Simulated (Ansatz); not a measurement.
CH4BClSi

```json
{"atom": "Cl", "x (Å)": "-2.5998", "y (Å)": "0.9438", "z (Å)": "0.0666"}
{"atom": "B", "x (Å)": "-0.9759", "y (Å)": "0.4463", "z (Å)": "-0.2406"}
{"atom": "C", "x (Å)": "0.3720", "y (Å)": "0.7662", "z (Å)": "0.3663"}
{"atom": "Si", "x (Å)": "0.2418", "y (Å)": "-1.0430", "z (Å)": "-0.3702"}
{"atom": "H", "x (Å)": "1.1490", "y (Å)": "1.1036", "z (Å)": "-0.3267"}
{"atom": "H", "x (Å)": "0.5144", "y (Å)": "1.1815", "z (Å)": "1.3614"}
{"atom": "H", "x (Å)": "1.2935", "y (Å)": "-1.2090", "z (Å)": "-1.3982"}
{"atom": "H", "x (Å)": "0.0971", "y (Å)": "-2.2464", "z (Å)": "0.4858"}
```

Geometry: PBE0-D4/def2-TZVP.

Computed with Ansatz 0.2.0, RKS PBE0-D4/def2-TZVPP.

> Predict the electron density and electron localisation function between the atoms.

Si–B (1.93 Å): the density is about 0.75 e/Å³ at the midpoint; the ELF peaks at about 0.85 between the atoms; a covalent bond.
Si–H (1.48 Å): ρ is about 0.81 e/Å³ halfway; the ELF climbs to about 1 towards the hydrogen, as it does in any bond to H.

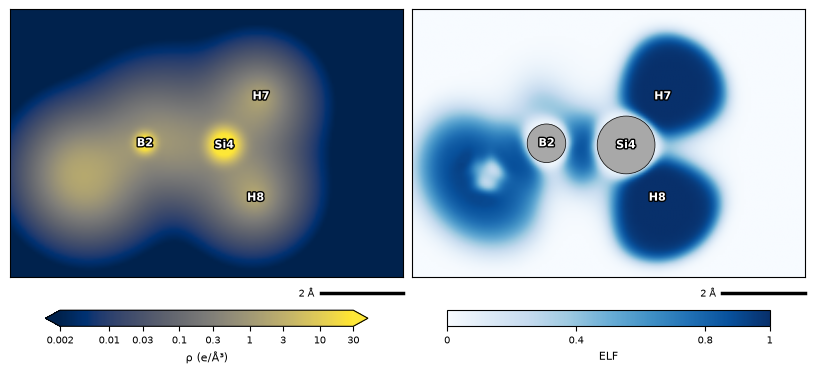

Computed electron density and electron localisation function on the plane of atoms B2, Si4 and H8, in this order. Grey discs cover the atomic cores in the ELF map. 
